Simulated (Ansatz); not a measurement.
**Effect of Pb → Bi on CsPbCl3**

Base system: CsPbCl3 in the cubic perovskite structure (space group Pm-3m, No. 221; a = 5.736 Å).

Perturbation: Bi takes the place of Pb on all its sites, then cell and atoms are relaxed.

Level of theory: PBE in Ansatz (plane waves to 420 eV, PAW, spin-orbit coupling left out), earlier PAW set. k-mesh 8×8×8 (Γ-centred); smearing 0.05 eV (Fermi–Dirac), for the changed cell.

```json
[
 {"quantity": "volume per atom", "base": "37.74 Å³", "changed": "37.07 Å³", "shift": "-0.67 Å³"},
 {"quantity": "density", "base": "3.93 g/cm³", "changed": "4.02 g/cm³", "shift": "+0.09 g/cm³"},
 {"quantity": "lattice parameter a", "base": "573.6 pm", "changed": "570.2 pm", "shift": "-3.4 pm"},
 {"quantity": "shortest interatomic distance", "base": "286.8 pm", "changed": "285.1 pm", "shift": "-1.7 pm"},
 {"quantity": "band gap", "base": "2.22 eV", "changed": "zero", "shift": "–"}
]
```

Final structure:

```xyz
5
Lattice="5.7015 0.0000 0.0000 0.0000 5.7015 0.0000 0.0000 0.0000 5.7015" Properties=species:S:1:pos:R:3 pbc="T T T"
Cs     0.0000     0.0000     0.0000
Bi     2.8508     2.8508     2.8508
Cl     0.0000     2.8508     2.8508
Cl     2.8508     2.8508     0.0000
Cl     2.8508     0.0000     2.8508
```

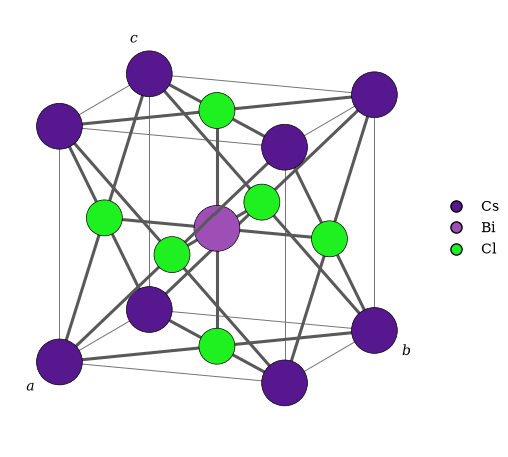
The relaxed conventional cell after the change

Spin-orbit coupling, missing from the scalar runs, can matter with Pb. No phonon test of stability was made. As relaxed here, CsBiCl3 is a hypothetical phase, not in the database extracts checked. All final runs are without spin polarisation. An odd electron count without spin: CsBiCl3. Many cubic perovskites are stable only at high temperature; tilts and polar distortions were not tested. This is not the structure that CsPbCl3 has at room temperature and ambient pressure.

Ansatz is a quantum-chemistry and plane-wave program.
